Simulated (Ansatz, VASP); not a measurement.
# Ag2IBr in two plane-wave programs

Wanted: the spread between two codes on one cell, functional and k mesh. The cell is invented: As first built, before any earlier steps moved the atoms: it takes the AgI structure with some of its atoms replaced by other elements, volume scaled by an estimate. It may not be a known or stable phase. The cell comes out of the VASP series on this material, whose earlier steps may have relaxed, scaled or displaced it; both programs get it as it stands.

Program: Ansatz 0.2.0. Level of theory: plane waves, with VASP 6.6.1 beside it; relaxation of cell and atoms at r2SCAN with rVV10. Results are calculated unless marked as measured.

## 1. The structure

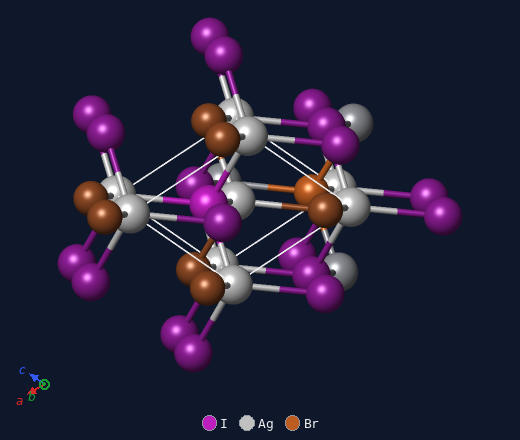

The starting structure, seen slightly off an axis (iodine pink, silver light grey, bromine orange). Some periodic images of atoms are drawn too.

As a file:

```cif
data_structure
_symmetry_space_group_name_H-M 'P 1'
_symmetry_Int_Tables_number 1
_cell_length_a 7.7388
_cell_length_b 7.7340
_cell_length_c 7.7372
_cell_angle_alpha 33.932
_cell_angle_beta 33.823
_cell_angle_gamma 33.878
_cell_volume 128.23
loop_
_atom_site_label
_atom_site_type_symbol
_atom_site_fract_x
_atom_site_fract_y
_atom_site_fract_z
_atom_site_occupancy
I1 I 0.62743 0.62174 0.62404 1
Ag2 Ag 0.49694 0.49659 0.49347 1
Ag3 Ag 0.00618 0.00280 0.00448 1
Br4 Br 0.13079 0.12597 0.12536 1
```

## 2. Ansatz: relaxation of cell and atoms, r2SCAN with rVV10

Ansatz runs on its default PAW (the set named soft_2) files.

The relaxed volume is the usual yardstick between codes: its relative difference is about their pressure difference at one cell divided by the bulk modulus.

File input.yaml:

```yaml
crystal:
  lattice:
    - [2.2582845976, 1.2969698912, 7.287450704]
    - [-2.2497318091, 1.3043363486, 7.2836470338]
    - [0.0106454564, -2.6036041561, 7.2859439082]
  atoms:
    - { symbol: I, position: [0.6274258441, 0.6217448696, 0.6240437516] }
    - { symbol: Ag, position: [0.4969449635, 0.4965933403, 0.4934671339] }
    - { symbol: Ag, position: [0.006181753, 0.0027978114, 0.0044848231] }
    - { symbol: Br, position: [0.1307884395, 0.1259749787, 0.1253572914] }
hamiltonian:
  xc: r2scan
  pseudopotentials: { kind: paw }
  dispersion: rvv10
kpoints:
  mp_grid: { grid: [7, 7, 7] }
scf:
  occupations: { method: fermi_dirac, width: 0.05 }
relax:
  f_tol: 0.01
  max_steps: 60
  cell: { stress_tol: 0.05 }
output:
  forces: true
  stress: true
```

Run with:

```sh
$ ansatz run input.yaml --threads 4 --pin off --max-ram 9216MiB --backend cpu --events-out ev --progress --plain --runs-dir out
```

Numbers of over 12 decimals in the logs are rounded to 6 here.

The program printed:

```text
basis.fft_grid_basis auto: the FFT boxes are laid along the combinations [[1, 0, -1], [-1, 1, 0], [0, 1, 0]] of the cell's own vectors, 4.502, 4.508 and 7.734 Å long. The dense box has 40×40×64 points. Along the cell's own vectors, as sized, it would have 64×64×64, 2.56 times as many. basis.fft_grid_basis: typed keeps the cell's own vectors: state it where this run's energies or levels are differenced outside the engine with another run's, or held beside a run that keeps those vectors.
Engine: ansatz 0.2.0, aarch64-unknown-linux-gnu
Pseudopotentials: kind: paw
Pseudopotential: I, paw, valence charge 17, recommended cutoff 500 eV (meta_gga), I.paw.azcp
Pseudopotential: Ag, paw, valence charge 19, recommended cutoff 500 eV (meta_gga), Ag.paw.azcp
Pseudopotential: Br, paw, valence charge 7, recommended cutoff 500 eV (meta_gga), Br.paw.azcp
Functional definition: r2SCAN+rVV10
  parameter k0 = 0.174
  parameter k1 = 0.065
  parameter a1 = 4.9479
  exchange = r2scan_x(k0 = k0, k1 = k1, a1 = a1)
  correlation = r2scan_c + rvv10(11.95, 0.0093)
Crystal: 4 atoms, lattice volume = 128.231 Å³
Basis set: ecut = 500 eV, 3277 PW (Γ), FFT grids on a1−a3, −a1+a2, a2, exchange–correlation on 160×160×256 points (64 copies of the dense FFT grid, shifted against one another)
Bands: 38, of which v1, the nominal top of the filled ones, is band 31 counted from 1 (30 counted from 0)
Symmetry: 1 space group operations
Space group: P1 (ITA 1), of the structure as read, at distance tolerance 5.0e-5 Å
k-points: 172 of 343 (time reversal used)
Non-local potential: I, projectors of the file, l = 0: 2, l = 1: 2, l = 2: 2, l = 3: 2
Non-local potential: Ag, projectors of the file, l = 0: 3, l = 1: 2, l = 2: 2, l = 3: 1
Non-local potential: Br, projectors of the file, l = 0: 2, l = 1: 2, l = 2: 2
PAW form: soft (Blöchl's): semilocal exchange-correlation on the pseudo side does not see the compensation charge
rVV10 density: all electrons in the spheres
PAW frozen core: I, regenerated for the run's functional (the file was generated under x = pbe(κ = 0.804, μ = 0.219515), c = pbe(β = 0.066725))
PAW frozen core: Ag, regenerated for the run's functional (the file was generated under x = pbe(κ = 0.804, μ = 0.219515), c = pbe(β = 0.066725))
PAW frozen core: Br, regenerated for the run's functional (the file was generated under x = pbe(κ = 0.804, μ = 0.219515), c = pbe(β = 0.066725))
PAW one-centre angular grid: I, 590 points (default); XC on 160 Gauss nodes
PAW one-centre angular grid: Ag, 590 points (default); XC on 160 Gauss nodes
PAW one-centre angular grid: Br, 302 points (default); XC on 160 Gauss nodes
Initial density: superposition of atomic densities (neutral atoms: chi_scale 0, normalization atom), corrected by the library's trained network
Initial wavefunctions: pseudopotential atomic-orbital guess
Functional: x = r2scan, c = r2scan + rvv10(b = 11.95, C = 0.0093); τ floored in thin density (d = 2e-4 eV/Å³)
SCF iter   1: F=—  HF=-25523.007099 eV  |F-HF|=—  |Δ(HF+E_count)|=         —  Δρ=5.53e-3  dr2=3.26e-2  dr2_τ=9.01e-3  ethr=1.77e-3  ⟨swp⟩=8.3  Hψ=30755  notcnv=0  defer=17
preconditioner: auto → Resta (q_TF=auto, 2.417 Å⁻¹)  ε∞=4.7  [insulator: Δε(μ)=1.387 eV  Ē_g=10.178 eV  σ=0.050 eV  W_gap=1.00  n_scr=28 (ndim 8)  ℏωp=19.7 eV  f_vac=0.206  D(μ)=0.00/eV (n_scr^D=0)  ε∞_Penn≈4.7]
SCF iter   2: F=—  HF=-25523.012035 eV  |F-HF|=—  |Δ(HF+E_count)|=   4.94e-3  Δρ=2.71e-3  dr2=4.47e-3  dr2_τ=1.06e-3  ethr=5.25e-5  ⟨swp⟩=2.1  Hψ=11604  notcnv=0  defer=383
SCF iter   3: F=—  HF=-25523.013219 eV  |F-HF|=—  |Δ(HF+E_count)|=   1.18e-3  Δρ=1.03e-3  dr2=9.03e-4  dr2_τ=5.50e-5  ethr=7.22e-6  ⟨swp⟩=2.4  Hψ=9300  notcnv=0  defer=211
automatic band count: iteration 3 solves 37 bands in place of 38: the levels show a gap, and the empty bands left out lie too high to hold charge; the band table lists the bands solved (type scf.n_extra_bands for more)
SCF iter   4: F=—  HF=-25523.013530 eV  |F-HF|=—  |Δ(HF+E_count)|=   3.12e-4  Δρ=1.87e-4  dr2=7.93e-5  dr2_τ=3.09e-6  ethr=1.46e-6  ⟨swp⟩=2.0  Hψ=9130  notcnv=0  defer=211
SCF iter   5: F=—  HF=-25523.013586 eV  |F-HF|=—  |Δ(HF+E_count)|=   5.52e-5  Δρ=7.07e-5  dr2=1.10e-5  dr2_τ=2.07e-7  ethr=1.28e-7  ⟨swp⟩=2.0  Hψ=7946  notcnv=0  defer=211
SCF iter   6: F=—  HF=-25523.013587 eV  |F-HF|=—  |Δ(HF+E_count)|=   1.56e-6  Δρ=2.63e-5  dr2=8.22e-7  dr2_τ=5.67e-8  ethr=1.77e-8  ⟨swp⟩=2.0  Hψ=9077  notcnv=0  defer=211
SCF iter   7: F=—  HF=-25523.013587 eV  |F-HF|=—  |Δ(HF+E_count)|=   5.98e-8  Δρ=1.33e-5  dr2=2.37e-7  dr2_τ=1.47e-8  ethr=1.61e-10  ⟨swp⟩=5.9  Hψ=25777  notcnv=0
SCF iter   8: F=-25523.013587 eV  HF=-25523.013587 eV  |F-HF|=1.32e-9  |Δ(HF+E_count)|=   1.75e-8  Δρ=2.97e-6  dr2=1.61e-8  dr2_τ=5.16e-10  ethr=1.61e-10  ⟨swp⟩=5.0  Hψ=22005  notcnv=0
SCF 1 converged in 8 iterations: F = -25523.013587 eV  dr2 = 1.61e-8
  greatest PAW one-centre occupation: 1.002 electrons in one spin orbital (limit 2), on the Ag atom at site 1 (counted from 0), in its partial waves of l = 1
relax step   1: F+E_penalty+E_count = -25523.01358712 eV  Δ(F+E_penalty+E_count) = +0.000e0 eV  max|allowed force component| = 1.163e-2 eV/Å  Δτ_max = 0.0000 Å  P = +0.018 GPa  Ω = 128.231 Å³  (8 SCF iters, dr2 threshold 1.00e-7 eV, accepted)
[...]
relax step   2: F+E_penalty+E_count = -25523.01360124 eV  Δ(F+E_penalty+E_count) = -1.412e-5 eV  max|allowed force component| = 6.485e-3 eV/Å  Δτ_max = 0.0031 Å  P = -0.004 GPa  Ω = 128.324 Å³  energy of the carried Pulay correction = -2.160e-5 eV  (6 SCF iters, dr2 threshold 8.46e-9 eV, accepted)
[...]
relax step   3: F+E_penalty+E_count = -25523.01362073 eV  Δ(F+E_penalty+E_count) = -1.950e-5 eV  max|allowed force component| = 6.480e-3 eV/Å  Δτ_max = 0.0000 Å  P = -0.003 GPa  Ω = 128.324 Å³  stress off target by 7.10e-3 GPa  SCF on the basis re-selected at this cell (its energy is not comparable with the rows above)  (5 SCF iters)
basis re-selected at this cell: Δ(F+E_penalty+E_count) = -1.950e-5 eV, ΔP = +0.000 GPa vs the last step (what re-selecting the basis moved, of the pressure what is left beyond the Pulay correction that the steps carried, after the strain that the cell walked since its last selection, with what the two solves' SCF thresholds leave and, on support functions, any second-order correction that the steps lacked; it is no m [...]
SCF converged after 5 iterations
Free energy (F): -25523.013621 eV
Harris-Foulkes:  -25523.013621 eV  (|F-HF|=7.28e-12)
Internal energy: -25523.013621 eV  (E = F + TS)
E sigma→0 (E₀):  -25523.013621 eV
Entropy (-TS):   -0.000000 eV (-0.000 meV/atom)
Fermi energy:    6.555068 eV
--- Per-component energies (eV) ---
  E_band       = -1279.518823
  E_kinetic    = 1378.981507
  E_local      = -9502.183708  (includes V_loc(G=0)·N_el)
  E_nonlocal   = 148.194476
  E_hartree    = 4359.644798
  E_xc         = -717.329605
  E_vxc        = -772.958976  (∫ρ·V_xc dr)
  E_paw        = -14959.964795  (= ΣΔE_a)
  E_vpaw       = -1302.363030  (= ΣTr[D̂ρ^β])
  E_aug_tail   = 0.000072  (compensation charges beyond the density's cutoff)
  E_vtau       = 51.520834  (kinetic-family band-sum trace: ∫τ·v_τ [+ j·A + Jᵃ·Aᵃ] dr)
  E_ewald      = -6229.252603
  E_core_change = -1.103762  (= ΣΔE_core)
  E_smearing   = -0.000000  (= −TS)
  E_closure    = -0.000000  (closes the sum)
  Σ components = -25523.013621   (vs F -25523.013621, Δ=0.00e0)
--- Forces (eV/Å), atoms counted from 1 ---
  atom   1  I     -0.00233954     0.00036994    -0.00576380
  atom   2  Ag     0.00258709    -0.00006984     0.00233612
  atom   3  Ag     0.00207188    -0.00022332    -0.00305471
  atom   4  Br    -0.00231959    -0.00007674     0.00647871
  max |Σ_I F_I| component: 3.69e-6 eV/Å
--- Stress (GPa, compression-positive) ---
       -0.001288       0.002655      -0.000584
        0.002655      -0.002152       0.000002
       -0.000584       0.000002      -0.007020
  P = ⅓ Tr σ = -0.0035 GPa (-0.035 kbar)
--- Relaxed structure (2 steps of the walk, 2 accepted, 1 SCFs on fresh bases) ---
  F+E_penalty+E_count = -25523.01362073 eV   max|allowed force component| = 6.480e-3 eV/Å   (the final SCF, on the basis selected at the relaxed cell)
  cell:  # Å, volume = 128.3239 Å³
    - [2.257742, 1.298360, 7.290126]
    - [-2.250701, 1.304215, 7.287059]
    - [0.00857956, -2.603830, 7.288802]
  atoms:
    - { symbol: I, position: [0.627755, 0.621565, 0.624289] }
    - { symbol: Ag, position: [0.497090, 0.496392, 0.493437] }
    - { symbol: Ag, position: [0.00617567, 0.00278963, 0.00438655] }
    - { symbol: Br, position: [0.130320, 0.126365, 0.125240] }
```

Elapsed: 2.1 min, on 4 threads of Arm Neoverse V2, shared host; peak memory 1.4 GiB.

(Continued in part 2 of 2.)

[Lines on the potential files, build, host, timing and source positions are cut from VASP's logs without a mark.]

[Logs are printed without paths, hosts, clocks, repeated set-up lines and the standing remarks that a program may print on its own settings, such as how far it seeks lower states.]

[Hosts, paths, dates, database ids (printed as entryN), source tags and the programs' standing remarks are cut or masked in the printed files.]
